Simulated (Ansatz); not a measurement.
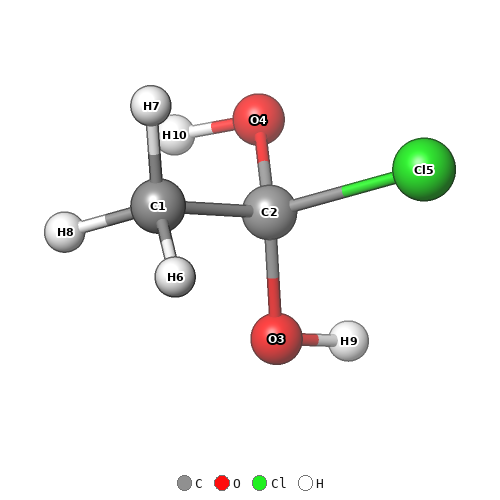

The system is C₂H₅ClO₂, SMILES CC(O)(O)Cl; the picture shows the reference structure. Coordinates scanned: (1) dihedral C1–C2–O4–H10; (2) dihedral C1–C2–O3–H9. Nothing is relaxed (all other coordinates rigid). Grid: 18 × 18 points. Points are written as (first, second). Energies: kJ/mol, counted from the relaxed molecule at the same level. Theory: RKS PBE0-D4/def2-SVP in Ansatz 0.2.0.

Its coordinates:

```xyz
10

C    -0.9375    0.5399   -0.2737
C     0.4106   -0.0021    0.1395
O     0.2450   -0.7774    1.2564
O     1.0648   -0.6831   -0.8725
Cl    1.5200    1.3958    0.5137
H    -1.3791    1.1258    0.5419
H    -0.8286    1.1697   -1.1646
H    -1.6088   -0.3045   -0.4980
H     1.1167   -1.1130    1.5060
H     0.4797   -1.4021   -1.1458
```

Range: dihedral C1–C2–O4–H10 from −180 to 160°; dihedral C1–C2–O3–H9 from −180 to 160°.

### Predict the map.

The lowest grid point is at (80°, −180°), −3.7 kJ/mol from the relaxed molecule at the same level. Higher local minima lie near (−60°, −180°) (3.7 kJ/mol above the lowest at that grid point); (−180°, −60°) (8.6 kJ/mol above the lowest at that grid point). The highest grid point, (−100°, 100°), lies 53.3 kJ/mol above the lowest. On the interpolated surface the easiest way out of the lowest well to the well at (−60°, −180°) passes a barrier of about 8.5 kJ/mol, counted from the interpolated bottom of the well. Round the minimum the valley is somewhat tilted: raising dihedral C1–C2–O4–H10 shifts the best value of dihedral C1–C2–O3–H9 downwards (coupling k₁₂/√(k₁₁k₂₂) about 0.2).

| dihedral C1–C2–O3–H9 ↓, dihedral C1–C2–O4–H10 → | −160 | −120 | −80 | −40 | 0 | 40 | 80 | 120 | 160 |
| --- | --- | --- | --- | --- | --- | --- | --- | --- | --- |
| 140 | 24.0 | 36.7 | 21.4 | 10.9 | 10.9 | 7.2 | 3.0 | 2.8 | 5.8 |
| 100 | 23.6 | 46.8 | 44.6 | 31.5 | 25.3 | 20.0 | 18.6 | 17.4 | 12.2 |
| 60 | 16.3 | 32.5 | 40.8 | 37.8 | 33.4 | 25.9 | 24.3 | 24.5 | 15.4 |
| 20 | 14.6 | 22.4 | 29.5 | 34.3 | 36.4 | 28.9 | 23.8 | 23.4 | 16.1 |
| −20 | 11.0 | 16.7 | 20.1 | 25.7 | 31.6 | 27.1 | 20.9 | 18.0 | 11.0 |
| −60 | 6.0 | 13.7 | 17.4 | 20.2 | 24.3 | 22.7 | 21.4 | 18.2 | 7.4 |
| −100 | 6.4 | 13.2 | 18.9 | 21.4 | 22.5 | 20.4 | 23.5 | 23.7 | 11.0 |
| −140 | 4.7 | 7.1 | 8.8 | 11.9 | 13.9 | 9.4 | 10.1 | 12.9 | 6.3 |
| −180 | 9.6 | 10.6 | 1.8 | 1.0 | 4.6 | −0.2 | −3.7 | −1.1 | 0.9 |

The table holds every second grid line.

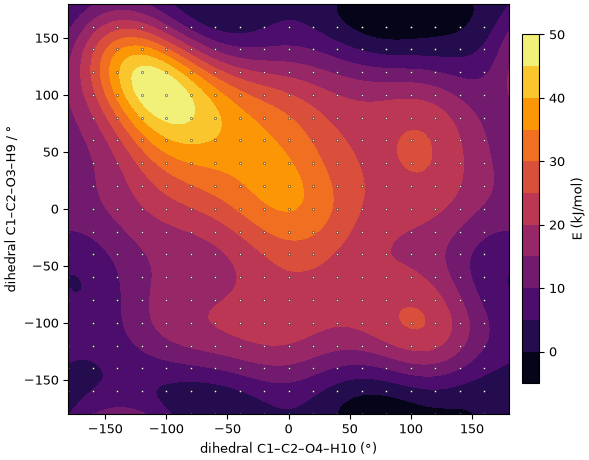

Drawn: filled contours, dots at the grid points. Between grid points the surface is interpolated.

Time for the 324 points that were run: 20 min on 1 thread of Arm Neoverse V2, on a shared host.
